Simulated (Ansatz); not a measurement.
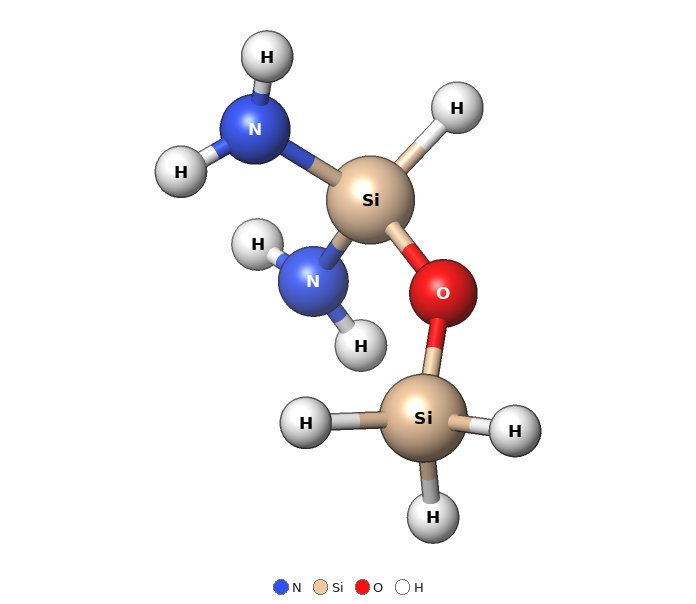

The structure as it stands in the input.

The calculation was set up as follows.

```yaml
crystal:
  periodic: [false, false, false]
  atoms:
    - {symbol: N, position_ang: [-0.160758, 0.330103, -1.769681]}
    - {symbol: Si, position_ang: [0.394401, -0.760618, -0.577042]}
    - {symbol: N, position_ang: [2.005971, -0.322292, -0.253079]}
    - {symbol: O, position_ang: [-0.684567, -0.644704, 0.656095]}
    - {symbol: Si, position_ang: [-1.372286, 0.494520, 1.603266]}
    - {symbol: H, position_ang: [-1.144676, 0.415940, -1.964996]}
    - {symbol: H, position_ang: [0.395940, 0.507645, -2.589399]}
    - {symbol: H, position_ang: [0.425325, -2.206429, -0.903207]}
    - {symbol: H, position_ang: [2.648225, -0.974567, 0.164155]}
    - {symbol: H, position_ang: [2.268698, 0.633663, -0.077435]}
    - {symbol: H, position_ang: [-0.380251, 1.529699, 2.001992]}
    - {symbol: H, position_ang: [-1.903486, -0.165538, 2.821666]}
    - {symbol: H, position_ang: [-2.492536, 1.162560, 0.887673]}
basis:
  gaussian: {orbitals: def2-TZVPP}
hamiltonian: {xc: {name: B2PLYP}}
```

Command:

```sh
ansatz run in.yaml --threads 2 --pin off --events-out ev --progress --plain --max-ram 31744MiB --backend cuda --devices 0, --max-vram 18GiB
```

Result:

```
Functional definition: B2PLYP
  name "B2PLYP"
  cite "Grimme, J. Chem. Phys. 124, 034108 (2006) doi:10.1063/1.2148954"
  cite "Becke, Phys. Rev. A 38, 3098 (1988) doi:10.1103/PhysRevA.38.3098"
  cite "Lee, Yang & Parr, Phys. Rev. B 37, 785 (1988) doi:10.1103/PhysRevB.37.785"
  parameter a = 0.53
  parameter c = 0.27
  exchange = (1 - a)*b88_x + a*exact_x
  correlation = (1 - c)*lyp_c + c*(mp2_os + mp2_ss)
1674 factors; integrals over basis functions are off by at most 1.0e-3 eV
mean field evaluation 1: about -20891.1957 eV, gradient 7.7e1 eV
mean field evaluation 2: about -20891.3464 eV, gradient 7.7e1 eV
mean field evaluation 4: about -20901.5421 eV, gradient 5.9e0 eV
mean field evaluation 8: about -20901.6202 eV, gradient 4.5e-1 eV
mean field evaluation 16: about -20901.6206 eV, gradient 9.7e-5 eV
mean field -20901.62058063 eV, -768.1203887110 hartree, gradient 7.5e-6 eV, S^2 0.000000; 0 other end points of the search recorded, 0 dependent functions left out
13 core orbitals not correlated: weight in the atoms' cores, before any rotation towards them, 1.000 or more for the frozen orbitals, at most 0.000 for the correlated occupied ones
reference -20901.62077345 eV, -768.1203957970 hartree; 16, 16 occupied and 260, 260 virtual orbitals, 1674 factors
second order -29.89897453 eV of doubles, -0.00000000 eV of singles
Total energy: -20909.69349658 eV, -768.4170628999 hartree
```
